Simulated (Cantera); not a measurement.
Input: 1 mol Si3N4, 0.23 mol CO2, 1.2 mol H2, equilibrated at 0.410 Pa.

Cantera equilibrium calculation (NASA polynomials, part measured and part estimated; ideal gas, pure solids and liquids). Candidate condensed phases: C, C6H6, C7H8, C8H18, H2O, Si, SiC, SiO2, Si2N2O, Si3N4; 151 gas species. Mutual solubility and eutectic melting of coexisting phases are not modelled. The tables' values for SiN are old estimates; treat these amounts as uncertain. The numbers say what is thermodynamically allowed, not how fast it happens.

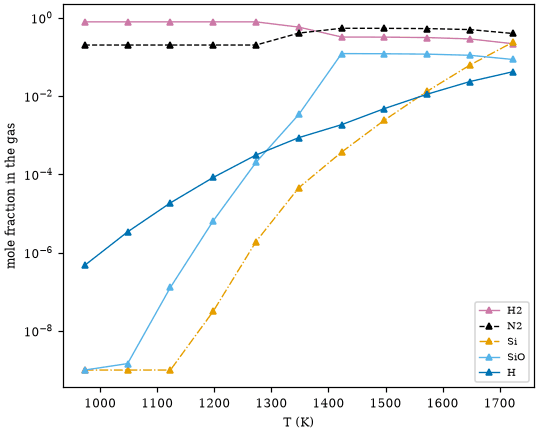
Figure. Equilibrium gas composition (values under 1e-9 drawn at 1e-9)

From 973 K to 1273 K the condensed part is SiC(s) + Si2N2O(s) + Si3N4(s). At 1348 K the condensed part is Si(s) + SiC(s) + Si2N2O(s) + Si3N4(s). From 1423 K to 1648 K the condensed part is Si(s) + SiC(s). At 1723 K the condensed part is Si(l) + SiC(s).
